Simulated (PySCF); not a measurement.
# Fe, Fe⁺, Fe²⁺: ionisation energies in x2c-TZVPPall plus 1 even-tempered diffuse shell per l, part 3 of 3

Each state of iron is computed at each level; their differences give the ionisation energy. How far do the methods differ?

PySCF 2.14.0; x2c-TZVPPall plus 1 even-tempered diffuse shell per l, the spin-free X2C one-electron Hamiltonian (Gaussian nucleus). The scripts are equivalent inputs of a driver's runs.

**6. Fe²⁺, method by method**

UHF:

File input.py:

```python
from pyscf import gto, scf, dft, mp, cc
import basis_set_exchange as bse
mol = gto.M(atom="Fe 0 0 0", charge=2, spin=4, symmetry="D2h",
            basis=gto.basis.parse(bse.get_basis("x2c-TZVPPall", elements=["Fe"], fmt="nwchem", augment_diffuse=1)),
            nucmod="G")
mf = scf.UHF(mol).sfx2c1e()
mf.irrep_nelec = {'Ag': (5, 3), 'B1g': (1, 1), 'B2g': (1, 0), 'B3g': (1, 0), 'B1u': (2, 2), 'B2u': (2, 2), 'B3u': (2, 2)}
mf.kernel()
```

Log:

```text
damping factor = 0
level_shift factor = 0
DIIS = <class 'pyscf.scf.diis.CDIIS'>
diis_start_cycle = 1
diis_space = 10
diis_damp = 0
SCF conv_tol = 1e-09
SCF conv_tol_grad = None
number electrons alpha = 14  beta = 10
cycle= 1 E= -1270.53904556095  delta_E= -0.00445  |g|= 0.0245  |ddm|= 0.0269
cycle= 2 E= -1270.53914140153  delta_E= -9.58e-05  |g|= 0.00454  |ddm|= 0.00476
cycle= 3 E= -1270.53914662999  delta_E= -5.23e-06  |g|= 0.000942  |ddm|= 0.00178
cycle= 4 E= -1270.53914697664  delta_E= -3.47e-07  |g|= 0.000433  |ddm|= 0.000497
cycle= 5 E= -1270.53914709592  delta_E= -1.19e-07  |g|= 7.85e-05  |ddm|= 0.000375
cycle= 6 E= -1270.53914709985  delta_E= -3.93e-09  |g|= 7.57e-06  |ddm|= 7.88e-05
cycle= 7 E= -1270.53914709987  delta_E= -2.36e-11  |g|= 1.06e-06  |ddm|= 6.06e-06
converged SCF energy = -1270.53914709987  <S^2> = 6.0039272  2S+1 = 5.0015706
```

CPU time 5.2 s on a shared host, the integrals not counted.

Orbital energies by shell (radii are means over both spins):

```csv
shell,electrons,mean orbital energy (eV),spread (eV),rms radius (bohr)
1s α,1,-7193.8,0,0.0675
1s β,1,-7193.7,0,0.0675
2s α,1,-902.42,0,0.288
2s β,1,-899.14,0,0.288
2p α,3,-768.28,0.933,0.260
2p β,3,-764.99,0.012,0.260
3s α,1,-138.57,0,0.872
3s β,1,-128.88,0,0.872
3p α,3,-99.201,2.067,0.935
3p β,3,-87.481,1.497,0.935
3d α,5,-36.620,2.426,1.19
3d β,1,-31.052,0,1.19
```

⟨S²⟩ = 6.004, ⟨L²⟩ = 6.02.

Spin-orbit constants on these orbitals (cm⁻¹; bare nucleus, screened nucleus, mean field): 3d 779.1, 479.4, 429.5. To first order in LS coupling the lowest level has J = 4 and lies 0.0533 eV below the centre of the term.

LDA:

input.py, as changed from the run before:

```diff
@@ -5,3 +5,3 @@
             nucmod="G")
-mf = scf.UHF(mol).sfx2c1e()
+mf = dft.UKS(mol, xc="LDA,VWN").sfx2c1e()
 mf.irrep_nelec = {'Ag': (5, 3), 'B1g': (1, 1), 'B2g': (1, 0), 'B3g': (1, 0), 'B1u': (2, 2), 'B2u': (2, 2), 'B3u': (2, 2)}
```

Log:

```text
damping factor = 0
level_shift factor = 0
DIIS = <class 'pyscf.scf.diis.CDIIS'>
diis_start_cycle = 1
diis_space = 10
diis_damp = 0
SCF conv_tol = 1e-09
SCF conv_tol_grad = None
number electrons alpha = 14  beta = 10
XC functionals = LDA,VWN
    P. A. M. Dirac.,  Math. Proc. Cambridge Philos. Soc. 26, 376 (1930)
    F. Bloch.,  Z. Phys. 57, 545 (1929)
    S. H. Vosko, L. Wilk, and M. Nusair.,  Can. J. Phys. 58, 1200 (1980)
cycle= 1 E= -1269.12694033426  delta_E= -0.0116  |g|= 0.117  |ddm|= 0.155
cycle= 2 E= -1269.12398256311  delta_E= 0.00296  |g|= 0.176  |ddm|= 0.0933
cycle= 3 E= -1269.129552897  delta_E= -0.00557  |g|= 0.00313  |ddm|= 0.0554
cycle= 4 E= -1269.12955498365  delta_E= -2.09e-06  |g|= 9.74e-05  |ddm|= 0.00108
cycle= 5 E= -1269.12955498711  delta_E= -3.46e-09  |g|= 3.57e-05  |ddm|= 7.19e-05
cycle= 6 E= -1269.12955498738  delta_E= -2.7e-10  |g|= 5.31e-06  |ddm|= 1.61e-05
converged SCF energy = -1269.12955498738  <S^2> = 6.0015165  2S+1 = 5.0006066
```

It used 0.59 s of CPU time after the integrals (shared host).

PBE:

input.py, as changed from the run before:

```diff
@@ -5,3 +5,3 @@
             nucmod="G")
-mf = dft.UKS(mol, xc="LDA,VWN").sfx2c1e()
+mf = dft.UKS(mol, xc="PBE").sfx2c1e()
 mf.irrep_nelec = {'Ag': (5, 3), 'B1g': (1, 1), 'B2g': (1, 0), 'B3g': (1, 0), 'B1u': (2, 2), 'B2u': (2, 2), 'B3u': (2, 2)}
```

Log:

```text
damping factor = 0
level_shift factor = 0
DIIS = <class 'pyscf.scf.diis.CDIIS'>
diis_start_cycle = 1
diis_space = 10
diis_damp = 0
SCF conv_tol = 1e-09
SCF conv_tol_grad = None
number electrons alpha = 14  beta = 10
XC functionals = PBE
    J. P. Perdew, K. Burke, and M. Ernzerhof.,  Phys. Rev. Lett. 77, 3865 (1996)
    J. P. Perdew, K. Burke, and M. Ernzerhof.,  Phys. Rev. Lett. 78, 1396 (1997)
    J. P. Perdew, K. Burke, and M. Ernzerhof.,  Phys. Rev. Lett. 77, 3865 (1996)
    J. P. Perdew, K. Burke, and M. Ernzerhof.,  Phys. Rev. Lett. 78, 1396 (1997)
cycle= 1 E= -1271.45608067521  delta_E= -0.00996  |g|= 0.0968  |ddm|= 0.139
cycle= 2 E= -1271.4540266446  delta_E= 0.00205  |g|= 0.148  |ddm|= 0.0797
cycle= 3 E= -1271.4580351144  delta_E= -0.00401  |g|= 0.00428  |ddm|= 0.0463
cycle= 4 E= -1271.45803921206  delta_E= -4.1e-06  |g|= 0.00014  |ddm|= 0.00149
cycle= 5 E= -1271.4580392195  delta_E= -7.43e-09  |g|= 4.88e-05  |ddm|= 0.000111
cycle= 6 E= -1271.45803922002  delta_E= -5.28e-10  |g|= 5.15e-06  |ddm|= 2.07e-05
converged SCF energy = -1271.45803922002  <S^2> = 6.0012182  2S+1 = 5.0004872
```

It used 1.1 s of CPU time after the integrals (shared host).

PBE0:

input.py, as changed from the run before:

```diff
@@ -5,3 +5,3 @@
             nucmod="G")
-mf = dft.UKS(mol, xc="PBE").sfx2c1e()
+mf = dft.UKS(mol, xc="PBE0").sfx2c1e()
 mf.irrep_nelec = {'Ag': (5, 3), 'B1g': (1, 1), 'B2g': (1, 0), 'B3g': (1, 0), 'B1u': (2, 2), 'B2u': (2, 2), 'B3u': (2, 2)}
```

Log:

```text
damping factor = 0
level_shift factor = 0
DIIS = <class 'pyscf.scf.diis.CDIIS'>
diis_start_cycle = 1
diis_space = 10
diis_damp = 0
SCF conv_tol = 1e-09
SCF conv_tol_grad = None
number electrons alpha = 14  beta = 10
XC functionals = PBE0
    C. Adamo and V. Barone.,  J. Chem. Phys. 110, 6158 (1999)
    M. Ernzerhof and G. E. Scuseria.,  J. Chem. Phys. 110, 5029 (1999)
cycle= 1 E= -1271.49412881931  delta_E= -0.0067  |g|= 0.0421  |ddm|= 0.0877
cycle= 2 E= -1271.49407202445  delta_E= 5.68e-05  |g|= 0.0474  |ddm|= 0.0294
cycle= 3 E= -1271.49446679939  delta_E= -0.000395  |g|= 0.00168  |ddm|= 0.0157
cycle= 4 E= -1271.49446777078  delta_E= -9.71e-07  |g|= 0.000271  |ddm|= 0.000914
cycle= 5 E= -1271.49446781759  delta_E= -4.68e-08  |g|= 1.92e-05  |ddm|= 0.000253
cycle= 6 E= -1271.49446781785  delta_E= -2.66e-10  |g|= 2.05e-06  |ddm|= 2.91e-05
converged SCF energy = -1271.49446781785  <S^2> = 6.0016239  2S+1 = 5.0006495
```

It used 1.4 s of CPU time after the integrals (shared host).

r2SCAN:

input.py, as changed from the run before:

```diff
@@ -5,3 +5,3 @@
             nucmod="G")
-mf = dft.UKS(mol, xc="PBE0").sfx2c1e()
+mf = dft.UKS(mol, xc="R2SCAN").sfx2c1e()
 mf.irrep_nelec = {'Ag': (5, 3), 'B1g': (1, 1), 'B2g': (1, 0), 'B3g': (1, 0), 'B1u': (2, 2), 'B2u': (2, 2), 'B3u': (2, 2)}
```

Log:

```text
damping factor = 0
level_shift factor = 0
DIIS = <class 'pyscf.scf.diis.CDIIS'>
diis_start_cycle = 1
diis_space = 10
diis_damp = 0
SCF conv_tol = 1e-09
SCF conv_tol_grad = None
number electrons alpha = 14  beta = 10
XC functionals = R2SCAN
    J. W. Furness, A. D. Kaplan, J. Ning, J. P. Perdew, and J. Sun.,  J. Phys. Chem. Lett. 11, 8208-8215 (2020)
    J. W. Furness, A. D. Kaplan, J. Ning, J. P. Perdew, and J. Sun.,  J. Phys. Chem. Lett. 11, 9248-9248 (2020)
    J. W. Furness, A. D. Kaplan, J. Ning, J. P. Perdew, and J. Sun.,  J. Phys. Chem. Lett. 11, 8208-8215 (2020)
    J. W. Furness, A. D. Kaplan, J. Ning, J. P. Perdew, and J. Sun.,  J. Phys. Chem. Lett. 11, 9248-9248 (2020)
cycle= 1 E= -1271.67637823187  delta_E= -0.00684  |g|= 0.0485  |ddm|= 0.0876
cycle= 2 E= -1271.67611668067  delta_E= 0.000262  |g|= 0.0627  |ddm|= 0.0358
cycle= 3 E= -1271.67681953031  delta_E= -0.000703  |g|= 0.00125  |ddm|= 0.0204
cycle= 4 E= -1271.67681991304  delta_E= -3.83e-07  |g|= 0.000186  |ddm|= 0.000576
cycle= 5 E= -1271.67681993178  delta_E= -1.87e-08  |g|= 1.66e-05  |ddm|= 0.000173
cycle= 6 E= -1271.67681993192  delta_E= -1.46e-10  |g|= 2.21e-06  |ddm|= 1.81e-05
converged SCF energy = -1271.67681993192  <S^2> = 6.0021048  2S+1 = 5.0008419
```

It used 2.1 s of CPU time after the integrals (shared host).

TPSSh:

input.py, as changed from the run before:

```diff
@@ -5,3 +5,3 @@
             nucmod="G")
-mf = dft.UKS(mol, xc="R2SCAN").sfx2c1e()
+mf = dft.UKS(mol, xc="TPSSH").sfx2c1e()
 mf.irrep_nelec = {'Ag': (5, 3), 'B1g': (1, 1), 'B2g': (1, 0), 'B3g': (1, 0), 'B1u': (2, 2), 'B2u': (2, 2), 'B3u': (2, 2)}
```

Log:

```text
damping factor = 0
level_shift factor = 0
DIIS = <class 'pyscf.scf.diis.CDIIS'>
diis_start_cycle = 1
diis_space = 10
diis_damp = 0
SCF conv_tol = 1e-09
SCF conv_tol_grad = None
number electrons alpha = 14  beta = 10
XC functionals = TPSSH
    V. N. Staroverov, G. E. Scuseria, J. Tao, and J. P. Perdew.,  J. Chem. Phys. 119, 12129 (2003)
cycle= 1 E= -1271.72402931239  delta_E= -0.00758  |g|= 0.0632  |ddm|= 0.0995
cycle= 2 E= -1271.72357550127  delta_E= 0.000454  |g|= 0.0834  |ddm|= 0.048
cycle= 3 E= -1271.72482791471  delta_E= -0.00125  |g|= 0.00164  |ddm|= 0.0267
cycle= 4 E= -1271.72482862859  delta_E= -7.14e-07  |g|= 0.000245  |ddm|= 0.000758
cycle= 5 E= -1271.72482865502  delta_E= -2.64e-08  |g|= 3.19e-05  |ddm|= 0.000203
cycle= 6 E= -1271.72482865529  delta_E= -2.64e-10  |g|= 4.28e-06  |ddm|= 2.24e-05
converged SCF energy = -1271.72482865529  <S^2> = 6.0012761  2S+1 = 5.0005104
```

CPU time 2.6 s on a shared host, the integrals not counted.

wB97X-V:

input.py, as changed from the run before:

```diff
@@ -5,3 +5,3 @@
             nucmod="G")
-mf = dft.UKS(mol, xc="TPSSH").sfx2c1e()
+mf = dft.UKS(mol, xc="WB97X_V").sfx2c1e()
 mf.irrep_nelec = {'Ag': (5, 3), 'B1g': (1, 1), 'B2g': (1, 0), 'B3g': (1, 0), 'B1u': (2, 2), 'B2u': (2, 2), 'B3u': (2, 2)}
```

Log:

```text
damping factor = 0
level_shift factor = 0
DIIS = <class 'pyscf.scf.diis.CDIIS'>
diis_start_cycle = 1
diis_space = 10
diis_damp = 0
SCF conv_tol = 1e-09
SCF conv_tol_grad = None
number electrons alpha = 14  beta = 10
XC functionals = WB97X_V
    N. Mardirossian and M. Head-Gordon.,  Phys. Chem. Chem. Phys. 16, 9904-9924 (2014)
NLC functional = WB97X_V
cycle= 1 E= -1271.57528479806  delta_E= -0.00718  |g|= 0.0358  |ddm|= 0.0861
cycle= 2 E= -1271.57536853081  delta_E= -8.37e-05  |g|= 0.0285  |ddm|= 0.0221
cycle= 3 E= -1271.57550632782  delta_E= -0.000138  |g|= 0.00353  |ddm|= 0.0104
cycle= 4 E= -1271.57550934046  delta_E= -3.01e-06  |g|= 0.000325  |ddm|= 0.0016
cycle= 5 E= -1271.57550944418  delta_E= -1.04e-07  |g|= 6.27e-05  |ddm|= 0.000347
cycle= 6 E= -1271.57550944662  delta_E= -2.44e-09  |g|= 4.07e-06  |ddm|= 5.95e-05
cycle= 7 E= -1271.57550944665  delta_E= -2.89e-11  |g|= 1.21e-06  |ddm|= 9.4e-06
converged SCF energy = -1271.57550944665  <S^2> = 6.0020108  2S+1 = 5.0008042
```

CPU time 2.7 s on a shared host, the integrals not counted.

HSE06:

input.py, as changed from the run before:

```diff
@@ -5,3 +5,3 @@
             nucmod="G")
-mf = dft.UKS(mol, xc="WB97X_V").sfx2c1e()
+mf = dft.UKS(mol, xc="HSE06").sfx2c1e()
 mf.irrep_nelec = {'Ag': (5, 3), 'B1g': (1, 1), 'B2g': (1, 0), 'B3g': (1, 0), 'B1u': (2, 2), 'B2u': (2, 2), 'B3u': (2, 2)}
```

Log:

```text
damping factor = 0
level_shift factor = 0
DIIS = <class 'pyscf.scf.diis.CDIIS'>
diis_start_cycle = 1
diis_space = 10
diis_damp = 0
SCF conv_tol = 1e-09
SCF conv_tol_grad = None
number electrons alpha = 14  beta = 10
XC functionals = HSE06
    J. Heyd, G. E. Scuseria, and M. Ernzerhof.,  J. Chem. Phys. 118, 8207 (2003)
    J. Heyd, G. E. Scuseria, and M. Ernzerhof.,  J. Chem. Phys. 124, 219906 (2006)
    A. V. Krukau, O. A. Vydrov, A. F. Izmaylov, and G. E. Scuseria.,  J. Chem. Phys. 125, 224106 (2006)
cycle= 1 E= -1271.51016339547  delta_E= -0.0067  |g|= 0.0529  |ddm|= 0.0917
cycle= 2 E= -1271.50997893355  delta_E= 0.000184  |g|= 0.0638  |ddm|= 0.0384
cycle= 3 E= -1271.51070318566  delta_E= -0.000724  |g|= 0.00139  |ddm|= 0.0208
cycle= 4 E= -1271.51070389845  delta_E= -7.13e-07  |g|= 0.000264  |ddm|= 0.000792
cycle= 5 E= -1271.51070393739  delta_E= -3.89e-08  |g|= 2.07e-05  |ddm|= 0.000238
cycle= 6 E= -1271.51070393759  delta_E= -2.04e-10  |g|= 2.79e-06  |ddm|= 2.55e-05
converged SCF energy = -1271.51070393759  <S^2> = 6.0015504  2S+1 = 5.0006201
```

CPU time 2.6 s on a shared host, the integrals not counted.

BHandHLYP:

input.py, as changed from the run before:

```diff
@@ -5,3 +5,3 @@
             nucmod="G")
-mf = dft.UKS(mol, xc="HSE06").sfx2c1e()
+mf = dft.UKS(mol, xc="BHANDHLYP").sfx2c1e()
 mf.irrep_nelec = {'Ag': (5, 3), 'B1g': (1, 1), 'B2g': (1, 0), 'B3g': (1, 0), 'B1u': (2, 2), 'B2u': (2, 2), 'B3u': (2, 2)}
```

Log:

```text
damping factor = 0
level_shift factor = 0
DIIS = <class 'pyscf.scf.diis.CDIIS'>
diis_start_cycle = 1
diis_space = 10
diis_damp = 0
SCF conv_tol = 1e-09
SCF conv_tol_grad = None
number electrons alpha = 14  beta = 10
XC functionals = BHANDHLYP
    A. D. Becke.,  J. Chem. Phys. 98, 1372 (1993)
    Defined through Gaussian implementation.
cycle= 1 E= -1271.70274251826  delta_E= -0.0051  |g|= 0.022  |ddm|= 0.067
cycle= 2 E= -1271.70278462855  delta_E= -4.21e-05  |g|= 0.0167  |ddm|= 0.0125
cycle= 3 E= -1271.70283194369  delta_E= -4.73e-05  |g|= 0.00259  |ddm|= 0.00621
cycle= 4 E= -1271.7028336008  delta_E= -1.66e-06  |g|= 0.00027  |ddm|= 0.00113
cycle= 5 E= -1271.70283365327  delta_E= -5.25e-08  |g|= 4.18e-05  |ddm|= 0.000241
cycle= 6 E= -1271.70283365454  delta_E= -1.27e-09  |g|= 3.62e-06  |ddm|= 5.11e-05
cycle= 7 E= -1271.70283365456  delta_E= -2.09e-11  |g|= 8.97e-07  |ddm|= 9.85e-06
converged SCF energy = -1271.70283365456  <S^2> = 6.0027521  2S+1 = 5.0011007
```

CPU time 1.5 s on a shared host, the integrals not counted.

**7. Fe²⁺, continued**

MP2 (valence):

Edit input.py of step 6 so:

```diff
@@ -5,4 +5,5 @@
             nucmod="G")
-mf = dft.UKS(mol, xc="BHANDHLYP").sfx2c1e()
+mf = scf.UHF(mol).sfx2c1e()
 mf.irrep_nelec = {'Ag': (5, 3), 'B1g': (1, 1), 'B2g': (1, 0), 'B3g': (1, 0), 'B1u': (2, 2), 'B2u': (2, 2), 'B3u': (2, 2)}
 mf.kernel()
+mp.UMP2(mf, frozen=9).kernel()
```

The driver printed no log here.

CPU time 0.19 s on a shared host, the integrals not counted.

With 6 electrons correlated, the MP2 correlation energy is -0.12161 hartree (-0.06991 same spin, -0.05169 opposite spin); the SCS form gives -0.08534. Largest pairs of shells: 3d-3d -0.1216.

MP2 (valence and next inner shell):

input.py, as changed from the run before:

```diff
@@ -8,2 +8,2 @@
 mf.kernel()
-mp.UMP2(mf, frozen=9).kernel()
+mp.UMP2(mf, frozen=5).kernel()
```

This step left no log, only its results.

It used 0.24 s of CPU time after the integrals (shared host).

With 14 electrons correlated, the MP2 correlation energy is -0.44341 hartree (-0.15262 same spin, -0.29079 opposite spin); the SCS form gives -0.39983. Largest pairs of shells: 3p-3d -0.1863, 3d-3d -0.1216, 3p-3p -0.0676, 3s-3d -0.0335, 3s-3p -0.0302.

**8. Orbital energies side by side**

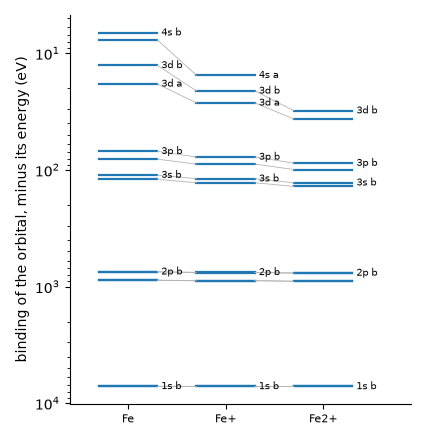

Hartree-Fock orbital energies of the states on a logarithmic scale (a, b: spin up and down; * marks an excited configuration).

**9. Differences of total energies**

Ionisation energy: Fe [Ar] 3d6 4s2 (5D) → Fe⁺ [Ar] 3d6 4s1 (6D).

```csv
method,value (eV),error (eV),"CPU time, both states (s)"
UHF,6.436,-1.468,11
LDA,8.163,+0.259,1.5
PBE,7.860,-0.045,2.5
PBE0,7.658,-0.246,3.5
TPSSh,7.608,-0.296,8.1
wB97X-V,7.809,-0.095,7.7
HSE06,7.679,-0.225,6.9
BHandHLYP,7.765,-0.140,3.3
MP2 (valence),7.514,-0.390,11
SCS-MP2 (valence),7.695,-0.209,11
MP2 (valence and next inner shell),7.617,-0.287,11
SCS-MP2 (valence and next inner shell),7.710,-0.194,11
```

Reference: 7.904 eV (measured; NIST levels, between the centres of gravity of the two terms). Errors of the correlated levels include the incompleteness of this basis. r2SCAN left the intended state, by the run's own check, and is left out.

Ionisation energy: Fe⁺ [Ar] 3d6 4s1 (6D) → Fe²⁺ [Ar] 3d6 (5D).

```csv
method,value (eV),error (eV),"CPU time, both states (s)"
UHF,15.302,-0.897,10
LDA,17.087,+0.888,1.2
PBE,16.830,+0.630,2.2
PBE0,16.499,+0.300,2.9
r2SCAN,16.693,+0.494,5
TPSSh,16.446,+0.247,5.7
wB97X-V,16.112,-0.088,6.2
HSE06,16.570,+0.370,6
BHandHLYP,16.188,-0.011,3
MP2 (valence),15.888,-0.311,11
SCS-MP2 (valence),15.641,-0.558,11
MP2 (valence and next inner shell),16.161,-0.038,11
SCS-MP2 (valence and next inner shell),15.915,-0.284,11
```

Reference: 16.199 eV (measured; NIST Atomic Spectra Database, ionization energies). Errors of the correlated levels include the incompleteness of this basis.

Times are CPU seconds on a shared host without the integrals; correlated rows include their Hartree-Fock run, whose time holds the symmetry-adapted start and any spin-orbit constants, while functionals begin from orbitals already made.

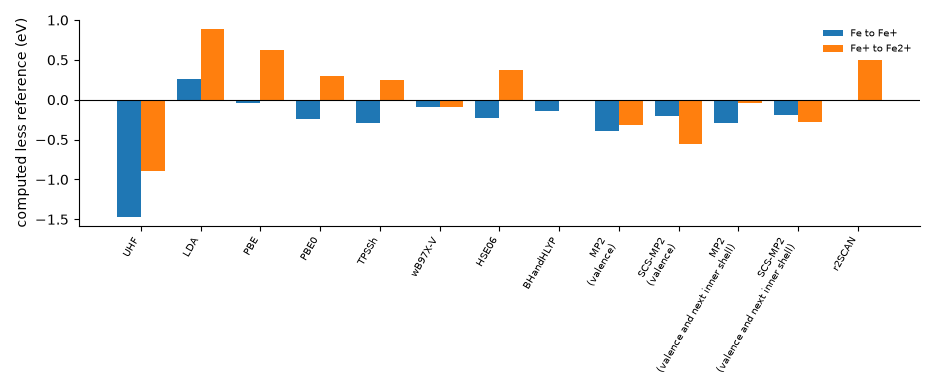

Computed less reference values by method.

**10. Results**

What follows sums up all 3 parts.

| quantity | value |
| --- | --- |
| ionisation energy, Fe | UHF 6.436, MP2 (valence and next inner shell) 7.617 eV; reference 7.904 |
| ionisation energy, Fe⁺ | UHF 15.302, MP2 (valence and next inner shell) 16.161 eV; reference 16.199 |

Each level's miss and price (over 2 differences):

```csv
method,mean absolute miss against the measured values (with the measured fine structure taken into account where it is known) (eV),"CPU time, both states (s)"
UHF,1.183,11
LDA,0.574,1.4
PBE,0.337,2.3
PBE0,0.273,3.2
TPSSh,0.272,6.9
wB97X-V,0.091,7
HSE06,0.298,6.4
BHandHLYP,0.075,3.2
MP2 (valence),0.351,11
SCS-MP2 (valence),0.384,11
MP2 (valence and next inner shell),0.162,11
SCS-MP2 (valence and next inner shell),0.239,11
```

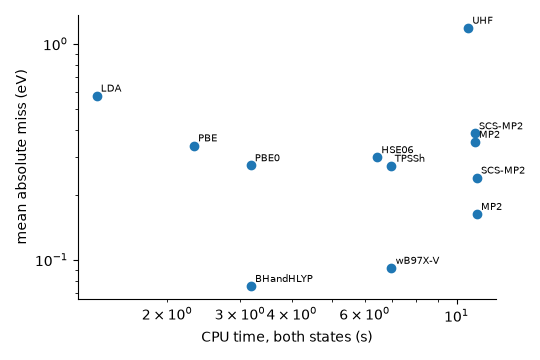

Miss against the measured values (with the measured fine structure taken into account where it is known) and CPU time.

In words: BHandHLYP lands nearest to the measured values (mean absolute error over 2 measured values 0.08 eV), level with wB97X-V; UHF misses by most (1.18 eV). Hartree-Fock falls short because the species with more electrons holds more correlation energy, which it lacks. PBE is off by -0.04, +0.63 eV. All values hold for this basis alone; no basis-set limit was taken. The dearest level timed, MP2 (valence and next inner shell), costs 8.3 times the cheapest, LDA, and differs from the measured values (with the measured fine structure taken into account where it is known) by 0.16 against 0.57 eV.
